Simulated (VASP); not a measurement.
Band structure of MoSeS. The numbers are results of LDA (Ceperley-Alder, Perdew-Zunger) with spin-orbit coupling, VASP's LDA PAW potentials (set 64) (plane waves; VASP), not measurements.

The cell holds a wide vacuum, so values per volume refer to the whole cell.

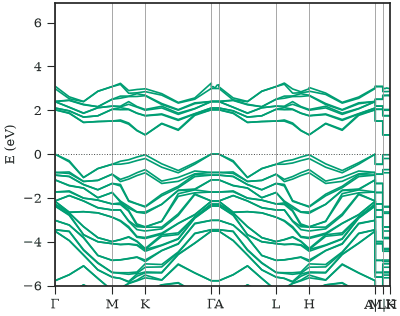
Bands along high-symmetry lines, zero at the valence-band maximum or, without a gap, the Fermi level

**Question.** Read the plot: is there a gap, and where are the band edges?

**Answer.** The gap is indirect, 0.88 eV, from the valence maximum at Γ to the conduction minimum at K.

The cell is a sheet with vacuum, built from a database entry that may be metastable or hypothetical.
